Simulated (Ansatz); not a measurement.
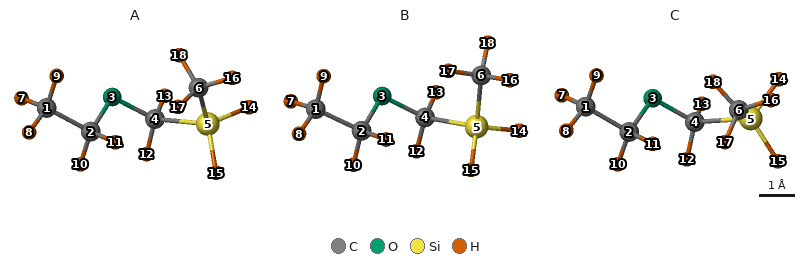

3 geometries from a converged minimum-energy path of C₄H₁₂OSi, shuffled. A ball-and-stick model, seen from a free direction.

Computed with Ansatz, RKS revPBE-D4/STO-3G. Run with 9 movable images; climbing image; force threshold 0.05 eV/Å; iteration limit 32; starting path through a guess of the saddle point.

**Which of them lies highest in energy?**

C. In order along the path, whose images run from 0 to 10: B (image 0, 0.00 kcal/mol), A (image 2, +0.78 kcal/mol), C (image 4, +1.68 kcal/mol). The motion is a rotation about the C4–Si5 bond by about 135°. No bond forms or breaks between the ends. Among the angles between lasting bonds that change up to the highest image: C4–Si5–C6 109.9° → 113.3°, C4–Si5–H15 111.0° → 108.9°.

Limits of the set-up: STO-3G is a minimal basis, so the numbers are rough.

Cost: 4.9 min on 1 thread of Arm Neoverse V1, on a shared host, peak memory 0.11 GiB.
